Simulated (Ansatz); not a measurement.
# (MgO)1(LiF)2 [001] superlattice, started as rocksalt type: phonons and vibrational spectra, part 2 of 2

Task: relax (MgO)1(LiF)2 [001] superlattice, started as rocksalt type, then find its harmonic phonons.

Ansatz 0.2.0; DFT PBE, scalar-relativistic, plane waves, PAW.

So far. Step 4 (Tight relaxation): The largest force component left is 0.087 meV/Å and the pressure is 0.001 GPa, within the tolerances set. The cell now holds 8.93 Å³/atom. The relaxed cell has a = 2.933, c = 12.460 Å (conventional setting).

The structure was built from a prototype and need not be the compound's stable phase.

**5. Linear response at the zone centre**

The zone centre is the only wavevector solved here; it holds the modes that light can see, as far as symmetry allows. The response to a homogeneous field gives the Born charges and the dielectric tensor, and its change with displacement the Raman tensors.

The input, input.yaml:

```yaml
crystal:
  lattice:
    - [2.0738246248, 2.0738246248, 0.0]
    - [-2.0738246248, 2.0738246248, 0.0]
    - [2.0738246248, 0.0, 6.2298209184]
  atoms:
    - { symbol: F, position: [0.8293572495, 0.1706427505, 0.341285501] }
    - { symbol: F, position: [0.1706427505, 0.8293572495, 0.658714499] }
    - { symbol: Li, position: [0.3342811519, 0.6657188481, 0.3314376963] }
    - { symbol: Li, position: [0.6657188481, 0.3342811519, 0.6685623037] }
    - { symbol: Mg, position: [0.0, 0.0, 0.0] }
    - { symbol: O, position: [0.5, 0.5, 0.0] }
kpoints:
  mp_grid: { grid: [8, 8, 8] }
hamiltonian:
  xc: pbe
scf:
  occupations: { method: fixed }
output:
  eigenvalues: true
phonons:
  method: dfpt
  dielectric: true
  rigid_motions: translations
  raman: true
```

Started as:

```sh
ansatz run input.yaml --threads 8 --pin off --max-ram 14336MiB --backend cpu --events-out ev --progress --plain --runs-dir out
```

Numbers of over 12 decimals in the logs are rounded to 6 here.

What it wrote:

```text
Warning: crystal.symmetry: narrowed to the stabiliser of the run's FFT grids — unitary ops 16 → 4. A phonons.method: dfpt run fills in the rows of the dynamical matrix that it does not solve by its symmetry operations, which is exact only for operations that map its FFT grids onto themselves: filled in by any other, the frequencies could depend on the order in which like atoms are typed, or, by more than the grids' own error, on where the crystal sits among the grids' points. Excluded: 12 operations. The run can therefore solve more perturbations, solve them on more k-points, or both, and cost more. [rest of the remark cut]
[...]
Crystal: 6 atoms, lattice volume = 53.586 Å³
Basis set: ecut = 420 eV, 1025 PW (Γ), exchange–correlation on 40×40×90 points (8 copies of the dense FFT grid, shifted against one another)
Bands: 24, of which v1, the nominal top of the filled ones, is band 18 counted from 1 (17 counted from 0)
Symmetry: 16 space group operations
k-points: 260 of 512 (irreducible under 1 space group operation, time reversal used)
[...]
SCF iter   1: F=—  HF=-4526.273554 eV  |F-HF|=—  |Δ(HF+E_count)|=         —  Δρ=1.93e-3  dr2=3.11e-3  ethr=1.77e-3  ⟨swp⟩=4.9  Hψ=24991  notcnv=0  defer=988
[...]
SCF iter   8: F=-4526.272274 eV  HF=-4526.272274 eV  |F-HF|=1.46e-10  |Δ(HF+E_count)|=   2.86e-9  Δρ=5.58e-7  dr2=5.00e-11  ethr=1.00e-12  ⟨swp⟩=10.2  Hψ=41170  notcnv=0
SCF 1 converged in 8 iterations: F = -4526.272274 eV  dr2 = 5.00e-11
[...]
NSCF: frozen V_eff on 3 k-points
DFPT response loops at Γ: preconditioner auto → none (the input reference at scf.mixing.eps_inf says where Resta's filter doesn't serve); β = 0.50; Broyden in place of MSR1
── the response to a field inside a basis, on 8×8×8 k-points: an SCF that follows is theirs, and a resumed run solves both again ──
Bands: 19, of which v1, the nominal top of the filled ones, is band 18 counted from 1 (17 counted from 0)
k-points: 144 of 512 (irreducible under 4 space group operations)
[...]
Eigensolver: Dense (144 Hₖ)
SCF iter   1: F=—  HF=-4526.267759 eV  |F-HF|=—  |Δ(HF+E_count)|=         —  Δρ=5.60e-4  dr2=3.18e-5  ethr=1.00e-1
[...]
SCF iter   7: F=-4526.267756 eV  HF=-4526.267756 eV  |F-HF|=1.00e-11  |Δ(HF+E_count)|=  3.50e-10  Δρ=3.06e-7  dr2=2.43e-11  ethr=1.86e-12
SCF 1 converged in 7 iterations: F = -4526.267756 eV  dr2 = 2.43e-11
[...]
SCF converged after 8 iterations
Free energy (F): -4526.272274 eV
[...]
Internal energy: -4526.272274 eV  (E = F + TS)
E sigma→0 (E₀):  -4526.272274 eV
Fermi energy:    4.696680 eV
[...]
--- Band table (eV; the first three rows and the last of 260) ---
  k-point 0: bands = [... 14 lower, 1.7093, 3.7430, 4.6967, 4.6967, 10.1867, 14.1219, 15.0563, 16.2965, ... 2 higher]
  k-point 1: bands = [... 14 lower, 1.7138, 3.7184, 4.6956, 4.6956, 10.2751, 13.7106, 15.4533, 16.2604, ... 2 higher]
  k-point 2: bands = [... 14 lower, 1.7245, 3.6577, 4.6931, 4.6931, 10.5255, 13.0511, 16.0799, 16.1811, ... 2 higher]
  k-point 259: bands = [... 14 lower, 0.9775, 2.5913, 2.7139, 4.3072, 15.3475, 15.4191, 15.4780, 16.6226, ... 2 higher]
--- Phonons (Γ-DFPT): 12 representative perturbations + reference, on 260 of 512 k-points (Σ response iterations 42) ---
  ASR residual: 6.472e-3 → 0.000e0 eV/Å²; symmetrization residual: 1.962e-6 eV/Å²
  The last average, over the group as it would stand without the narrowing to the FFT grids, took up to 1.676e-5 eV/Å² of the zone centre's force constants
  ASR residual per site (eV/Å²): 1.69e-3 1.69e-3 1.93e-3 1.93e-3 6.47e-3 6.60e-4
  Γ frequencies (cm⁻¹): 0.00 0.00 0.00 207.11 207.11 217.51 217.51 261.38 261.38 273.21 273.21 278.82 309.04 336.55 449.09 449.09 501.06 504.05
  ε∞ (high-frequency dielectric tensor):
        2.470872     0.000000     0.000000
        0.000000     2.470872     0.000000
        0.000000     0.000000     2.368169
  ε⁰ (static dielectric tensor: ions relaxed, cell fixed):
       11.926141    -0.000000    -0.000000
       -0.000000    11.926141    -0.000000
       -0.000000    -0.000000    10.732560
  ε⁰ − ε∞ (ionic part):
        9.455270    -0.000000    -0.000000
       -0.000000     9.455270    -0.000000
       -0.000000    -0.000000     8.364391
  softest optical mode at Γ: 207.11 cm⁻¹; the repairs (sum rule, projections) moved no ω² at Γ by more than (9.42 cm⁻¹)²
  Born effective charges Z* (e; rows j = field, columns β = displacement):
    site 0:
        -1.07700   -0.00000    0.00000
         0.00000   -1.07700    0.00000
         0.00000   -0.00000   -1.28120
    site 1:
        -1.07700    0.00000   -0.00000
         0.00000   -1.07700    0.00000
        -0.00000   -0.00000   -1.28120
    site 2:
         1.04156    0.00000    0.00000
         0.00000    1.04156    0.00000
         0.00000   -0.00000    1.13671
    site 3:
         1.04156    0.00000   -0.00000
         0.00000    1.04156    0.00000
        -0.00000    0.00000    1.13671
    site 4:
         2.01923    0.00000    0.00000
         0.00000    2.01923    0.00000
         0.00000   -0.00000    1.65662
    site 5:
        -1.94836   -0.00000    0.00000
        -0.00000   -1.94836    0.00000
         0.00000   -0.00000   -1.36765
  Z* charge neutrality: 1.890e-3 e pre-enforcement
  solved inside a basis spanned on kpoints, on 8×8×8 k-points: ε∞ is read to err by 5.7e-3, Z* by 1.1e-2 e (field_mesh: kpoints solves on kpoints); Z* is corrected for what the basis lacks
  Raman tensors (in the event stream and the table raman_tensors.tsv): an entry may err by 3.1e-2 Å², one of the second-order susceptibility by 1.7e-20 pm/V (basis, points and sum rule); their sum over the sites missed zero by 2.776e-17 Å² ahead of its enforcement
  optical modes at Γ without the LO–TO term, one row a degenerate level:
      ω (cm⁻¹)  modes    IR ((D/Å)²/amu)  static Raman (Å⁴/amu)  depolarisation
        207.11      2             9.1615                 0.0000               —
        217.51      2             0.0000                 0.0639           0.750
        261.38      2            11.8620                 0.0000               —
        273.21      2             0.0000                 0.0305           0.750
        278.82      1            12.9695                 0.0000               —
        309.04      1             0.0000                 1.6852           0.009
        336.55      1             4.9026                 0.0000               —
        449.09      2            17.7248                 0.0000               —
        501.06      1             0.0075                 0.0000               —
        504.05      1             0.0000                 0.3408           0.104
  optical modes at Γ + LO–TO along q̂ = [1.0000, 0.0000, 0.0000]:
      ω (cm⁻¹)  modes    IR ((D/Å)²/amu)  static Raman (Å⁴/amu)  depolarisation
        207.11      1             4.5808                 0.0000               —
        217.51      2             0.0000                 0.0639           0.750
        228.55      1             0.0508                 0.0000               —
        261.38      1             5.9310                 0.0000               —
        273.21      2             0.0000                 0.0305           0.750
        278.82      1            12.9695                 0.0000               —
        309.04      1             0.0000                 1.6852           0.009
        336.55      1             4.9026                 0.0000               —
        347.61      1             0.9045                 0.0000               —
        449.09      1             8.8624                 0.0000               —
        501.06      1             0.0075                 0.0000               —
        504.05      1             0.0000                 0.3408           0.104
        672.24      1            18.4188                 0.0000               —
  optical modes at Γ + LO–TO along q̂ = [0.0000, 1.0000, 0.0000]:
      ω (cm⁻¹)  modes    IR ((D/Å)²/amu)  static Raman (Å⁴/amu)  depolarisation
        207.11      1             4.5808                 0.0000               —
        217.51      2             0.0000                 0.0639           0.750
        228.55      1             0.0508                 0.0000               —
        261.38      1             5.9310                 0.0000               —
        273.21      2             0.0000                 0.0305           0.750
        278.82      1            12.9695                 0.0000               —
        309.04      1             0.0000                 1.6852           0.009
        336.55      1             4.9026                 0.0000               —
        347.61      1             0.9045                 0.0000               —
        449.09      1             8.8624                 0.0000               —
        501.06      1             0.0075                 0.0000               —
        504.05      1             0.0000                 0.3408           0.104
        672.24      1            18.4188                 0.0000               —
  optical modes at Γ + LO–TO along q̂ = [0.0000, 0.0000, 1.0000]:
      ω (cm⁻¹)  modes    IR ((D/Å)²/amu)  static Raman (Å⁴/amu)  depolarisation
        207.11      2             9.1615                 0.0000               —
        217.51      2             0.0000                 0.0639           0.750
        261.38      2            11.8620                 0.0000               —
        273.21      2             0.0000                 0.0305           0.750
        309.04      1             0.0000                 1.6852           0.009
        320.37      1             0.0550                 0.0000               —
        449.09      2            17.7248                 0.0000               —
        500.92      1             0.0102                 0.0000               —
        504.05      1             0.0000                 0.3408           0.104
        623.72      1            17.8144                 0.0000               —
```

Run time: 3.3 min. Hardware: 8 threads of Arm Neoverse V2, shared host; peak memory 2.4 GiB.

Reading the cycles: dr2 is the Hartree energy of the density residual (eV), the measure of convergence; HF is the Harris–Foulkes estimate of the energy, which meets the free energy F at convergence.

Numbers from this step:

```
sum-rule residual before enforcement                    : 0.006472 eV/Å²
miss of the charge sum rule                             : 0.001890 e
estimated error of the dielectric tensor                : 0.005738
estimated error of the Born charges                     : 0.01112 e
point group                                             : 4/mmm
highest optical mode at the zone centre (no LO-TO term) : 504.1 cm⁻¹
lowest optical zone-centre mode                         : 207.1 cm⁻¹
mean high-frequency dielectric constant                 : 2.437
largest Born charge (third of the trace)                : 1.898 e
mean static dielectric constant                         : 11.53
top of the zone-centre spectrum with the field          : 672.2 cm⁻¹
```

Without the LO-TO term. Patterns of degenerate modes are one choice out of their space. The modes at Γ (shares of kinetic energy by element, %):

```csv
mode,frequency (cm⁻¹),symmetry,F %,Li %,Mg %,O %
1,0.0,acoustic,41,15,26,17
2,0.0,acoustic,41,15,26,17
3,0.0,acoustic,41,15,26,17
4,207.1,Eu,57,4,29,10
5,207.1,Eu,57,4,29,10
6,217.5,Eg,99,1,0,0
7,217.5,Eg,99,1,0,0
8,261.4,Eu,1,81,13,5
9,261.4,Eu,1,81,13,5
10,273.2,Eg,1,99,0,0
11,273.2,Eg,1,99,0,0
12,278.8,A2u,47,15,38,0
13,309.0,A1g,73,27,0,0
14,336.6,A2u,4,50,8,37
15,449.1,Eu,0,0,32,68
16,449.1,Eu,0,0,32,68
17,501.1,A2u,8,19,27,45
18,504.1,A1g,27,73,0,0
```

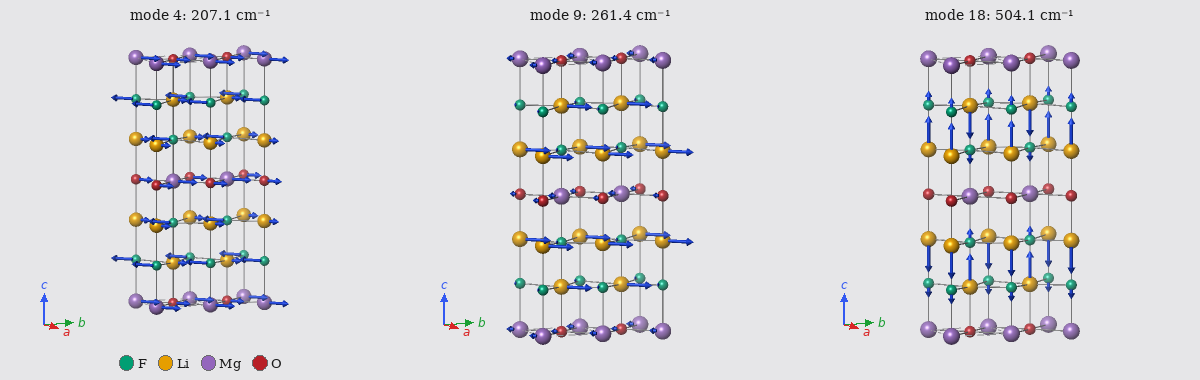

Displacement patterns of modes 4, 9 and 18 at Γ; arrows are exaggerated. 1×2×1 conventional cells are drawn. Some periodic images of atoms are drawn too.

Optical modes at the zone centre, without and with the macroscopic field of the longitudinal modes; each column is sorted by frequency, so a row need not hold one and the same mode. Modes with and without the field, by row:

```csv
rank among optical modes,no field (cm⁻¹),"q along (1, 0, 0) (cm⁻¹)","q along (0, 0, 1) (cm⁻¹)"
1,207.1,207.1,207.1
2,207.1,217.5,207.1
3,217.5,217.5,217.5
4,217.5,228.6,217.5
5,261.4,261.4,261.4
6,261.4,273.2,261.4
7,273.2,273.2,273.2
8,273.2,278.8,273.2
9,278.8,309,309
10,309,336.6,320.4
11,336.6,347.6,449.1
12,449.1,449.1,449.1
13,449.1,501.1,500.9
14,501.1,504.1,504.1
15,504.1,672.2,623.7
```

Born charge (rows field, columns displacement) (e), principal values of the symmetric part by kind of site:

```csv
atom,atoms with these values,low,middle,high,mean
F1,2,-1.28,-1.08,-1.08,-1.15
Li3,2,1.04,1.04,1.14,1.07
Mg5,1,1.66,2.02,2.02,1.90
O6,1,-1.95,-1.95,-1.37,-1.75
```

In full for O6:

```
-1.95  0.00  0.00
 0.00 -1.95  0.00
 0.00  0.00 -1.37
```

High-frequency dielectric tensor:

```
2.47 0.00 0.00
0.00 2.47 0.00
0.00 0.00 2.37
```

Static dielectric tensor (ions relaxed, fixed cell):

```
11.93  0.00  0.00
 0.00 11.93  0.00
 0.00  0.00 10.73
```

Transverse modes. Infrared lines, with heights relative to the strongest:

```csv
position (cm⁻¹),label,relative intensity
207,Eu,52
218,Eg,0.0
261,Eu,67
273,Eg,0.0
279,A2u,73
309,A1g,0.0
337,A2u,28
449,Eu,100
501,A2u,0.0
504,A1g,0.0
```

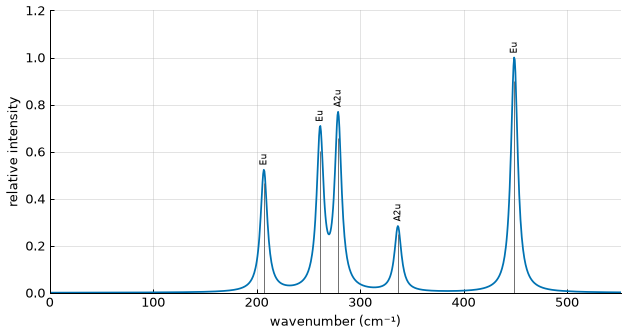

The infrared spectrum, broadened with Lorentzians of width 8 cm⁻¹; bars mark the lines.

Activity x (w_L - w)^4 (n + 1)/w, 532 nm, 300 K; modes without the macroscopic field alone. Lines of the Raman spectrum (strongest = 100):

```csv
position (cm⁻¹),label,relative intensity
207,Eu,0.0
218,Eg,6.5
261,Eu,0.0
273,Eg,2.2
279,A2u,0.0
309,A1g,100
337,A2u,0.0
449,Eu,0.0
501,A2u,0.0
504,A1g,10
```

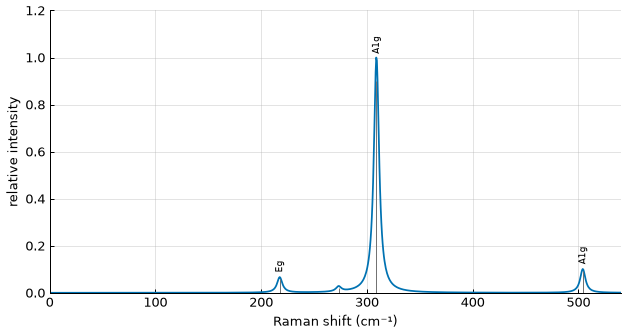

The Raman spectrum, broadened with Lorentzians of width 6 cm⁻¹; bars mark the lines.

Before it was imposed, the acoustic sum rule was missed by 0.0065 eV/Å² and the charge sum rule by 0.0019 e. Small misses are needed for a sound result but don't prove that mesh and cutoff are converged. The lowest optical mode is real, 207 cm⁻¹.

**6. Another isotope, element Li, natural mass 6.94 amu**

An isotope changes the mass and not the force constants, so no new electronic calculation is needed; the shifts show which modes move this element.

The same force constants with the mass of Li changed from 6.940 to 6.015 u (phonopy, no LO-TO term). Both lists are sorted by frequency; levels can cross, so a row need not hold one and the same mode. Modes under 3 cm⁻¹ are left out. Isotope shifts, by row:

```csv
q,rank,natural mass (cm⁻¹),changed mass (cm⁻¹)
0 0 0,4,207.1,207.6
0 0 0,5,207.1,207.6
0 0 0,6,217.5,217.6
0 0 0,7,217.5,217.6
0 0 0,8,261.4,277.3
0 0 0,9,261.4,277.3
0 0 0,10,273.2,281.3
0 0 0,11,273.2,293.3
0 0 0,12,278.8,293.3
0 0 0,13,309,314.4
0 0 0,14,336.6,349.1
0 0 0,15,449.1,449.1
0 0 0,16,449.1,449.1
0 0 0,17,501.1,509.1
0 0 0,18,504.1,532.2
```

A mode of this element alone would shift by +7.41 %. The highest zone-centre frequency without the field goes from 504.1 to 532.2 cm⁻¹ (+5.6 %). The product of the frequency ratios over all optical modes at Γ is 1.490; the product rule, (m/m′)^(3k/2) (M′/M)^(3/2) with k = 2 such atoms and M the mass of the cell, gives 1.490.

**7. Another isotope, element Mg, natural mass 24.305 amu**

The same for Mg, from 24.30 to 25.98 u.

A mode of this element alone would shift by -3.28 %. The highest zone-centre frequency without the field goes from 504.1 to 504.1 cm⁻¹ (+0.0 %). The product of the frequency ratios over all optical modes at Γ is 0.929; the product rule, (m/m′)^(3k/2) (M′/M)^(3/2) with k = 1 such atoms and M the mass of the cell, gives 0.930.

**8. Another isotope, element O, natural mass 15.999 amu**

The same for O, from 16.00 to 18.00 u.

A mode of this element alone would shift by -5.72 %. The highest zone-centre frequency without the field goes from 504.1 to 504.1 cm⁻¹ (+0.0 %). The product of the frequency ratios over all optical modes at Γ is 0.865; the product rule, (m/m′)^(3k/2) (M′/M)^(3/2) with k = 1 such atoms and M the mass of the cell, gives 0.865.

**9. Results**

| Item | Value |
| --- | --- |
| space group after relaxation (within 0.01 Å) | I4/mmm |
| volume per atom | 8.93 Å³ |
| gap on the k-mesh | 5.49 eV |
| highest optical mode at the zone centre (no LO-TO term) | 504 cm⁻¹ |
| top of the zone-centre spectrum with the field | 672 cm⁻¹ |
| lowest optical zone-centre mode | 207 cm⁻¹ |
| mean high-frequency dielectric constant | 2.44 |
| mean static dielectric constant | 11.5 |
| largest Born charge (third of the trace) | 1.90 e |
| imaginary modes at Γ (the only wavevector solved) | none |

In words: The structure is stable against zone-centre distortions, since no mode there is imaginary; runs at other wavevectors are not part of this account. Without the field, the optical modes at Γ span 207 to 504 cm⁻¹. The dispersion is not part of this account. The highest mode in this list at Γ, 504.1 cm⁻¹, is mostly motion of Li (73 % of the kinetic energy). With the macroscopic field of the longitudinal modes the top of the zone-centre spectrum lies at 672 cm⁻¹, against 504 cm⁻¹ without it. Lattice motion raises the mean dielectric constant from 2.437 to 11.53. The strongest infrared line is at 449 cm⁻¹. Averaged over orientations, the strongest Raman line at 532 nm and 300 K is at 309 cm⁻¹. The starting cell was built on a prototype and not taken from a measurement, so the phase need not exist. These are harmonic frequencies at zero temperature: anharmonic shifts, linewidths and thermal expansion are left out.

[Logs are printed without paths, hosts, clocks, repeated set-up lines and the standing remarks that a program may print on its own settings, such as how far it seeks lower states.]

[Hosts, paths, dates, database ids (printed as entryN), source tags and the programs' standing remarks are cut or masked in the printed files.]
